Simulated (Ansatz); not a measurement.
# Cl2H2HfO2 (SMILES [OH][Hf]([OH])([Cl])[Cl]): what the fields show

Input file:

```
crystal:
  periodic: [false, false, false]
  atoms:
    - symbol: Cl
      position_ang: [-3.585799, 0.526425, -0.571642]
    - symbol: Cl
      position_ang: [-2.020304, 2.691496, 2.255010]
    - symbol: Hf
      position_ang: [-1.645237, 1.662483, 0.159446]
    - symbol: O
      position_ang: [-1.198440, 3.001285, -1.113599]
    - symbol: O
      position_ang: [-0.226281, 0.409886, 0.333200]
    - symbol: H
      position_ang: [-0.881850, 3.623330, -1.766043]
    - symbol: H
      position_ang: [0.538578, -0.162475, 0.348740]
basis:
  gaussian: {orbitals: def2-TZVPD}
hamiltonian: {xc: {name: PBE0}}
total_charge: 0
output: {forces: true, orbitals: {seedname: orbitals}}
```

Launched as:

```sh
ansatz run input.yaml --threads 2 --pin off --max-ram 5220MiB --events-out events.jsonl --progress --plain --runs-dir runs
```

Geometry: PBE0-D4/def2-SVP; core potentials replace the inner electrons of Hf.

These are results of isolated molecule in a Gaussian basis; Kohn-Sham density functional theory, functional PBE0 in Ansatz, not measurements.

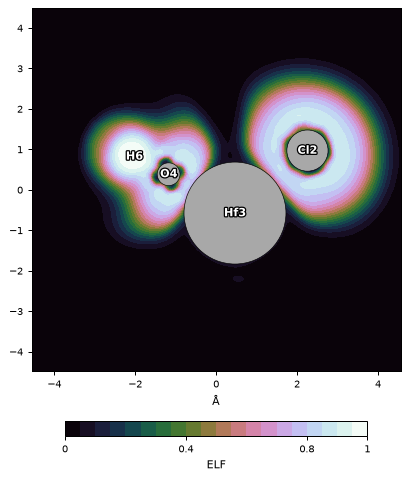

Figure 1. Electron localisation function on the plane of atoms Cl2, Hf3 and O4. Grey discs cover the atomic cores.

### Describe what can be read from this map.

Atoms in the plane: Cl, Hf, O and H. Hf–O (1.90 Å): the ELF peaks at about 0.80 in the valence shell of O, 0.5 Å from its nucleus, and drops to about 0.20 between the two atoms. Hf–Cl (2.36 Å): the ELF peaks at about 0.85 in the valence shell of Cl, 0.8 Å from its nucleus, and is about 0.35 at the midpoint. O–H (0.96 Å): the ELF climbs to about 1 towards the hydrogen, as it does in any bond to H; an ordinary covalent bond to hydrogen.

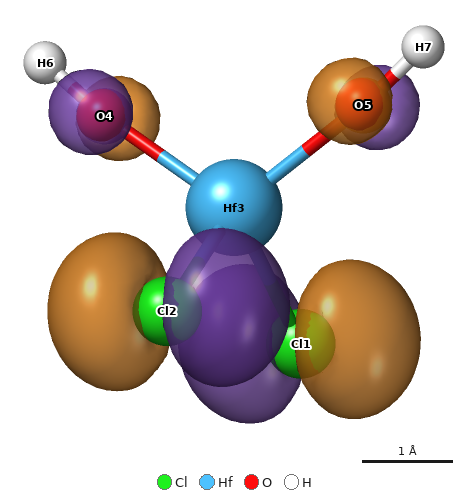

Figure 2. The HOMO−1 at ±0.15 Å⁻³ᐟ² (orange and purple are the two phases), seen at an oblique angle.

### What is the character of this orbital?

Its weight (Hirshfeld) is mainly on Cl1 (about 40 %), Cl2 (about 40 %), O4 (about 5 %) and O5 (about 5 %); largely a combination of lone pairs on Cl1, Cl2, O4 and O5. Its energy is −9.10 eV.
